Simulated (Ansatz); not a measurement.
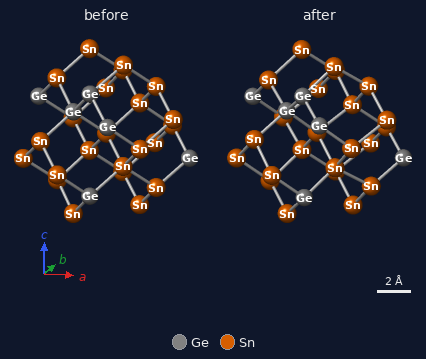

The structure of a crystal of Ge₁₂Sn₅₂ (a generated structure, set up in P1) before (left) and after (right) a relaxation, at one scale.

A ball-and-stick model of the atoms within 5.8 Å of the atom that moves most (axes of the cell of the calculation), seen slightly off an axis.

The calculation used DFT, PBEsol, PAW, plane waves in Ansatz 0.2.0. Set-up: plane-wave cutoff 420 eV; k-point mesh 1 × 1 × 1; mesh shifted by (0.25, 0.25, 0.25); no spin polarisation; cell relaxed at fixed shape; force threshold 0.03 eV/Å; at most 80 steps.

Q: What changed between the two?

A: After 5 geometry steps the energy has fallen by 2.771 eV per cell of the calculation. The largest force component goes from 1.5 to 0.0034 eV/Å. Pressure: 0.64 GPa at the start and 0.00 GPa at the end. The largest moves relative to the cell, 0.21 Å, are those of Sn atoms. By element the largest moves are Sn 0.21 Å, Ge 0.19 Å. The drawn cell changes as follows: a = b = c 12.751 → 12.754 Å (0.0 %); the volume changes by +0.1 %. Among the contacts that change: Ge–Ge 2.769 → 2.528 Å, Ge–Ge 2.738 → 2.535 Å, Ge–Sn 2.793 → 2.668 Å, Ge–Sn 2.808 → 2.686 Å. Among the angles between lasting bonds that change: Ge–Ge–Sn 109.8° → 115.5°, Sn–Sn–Sn 108.2° → 113.5°, Ge–Sn–Sn 109.2° → 114.3°. The space group stays P1 (No. 1).
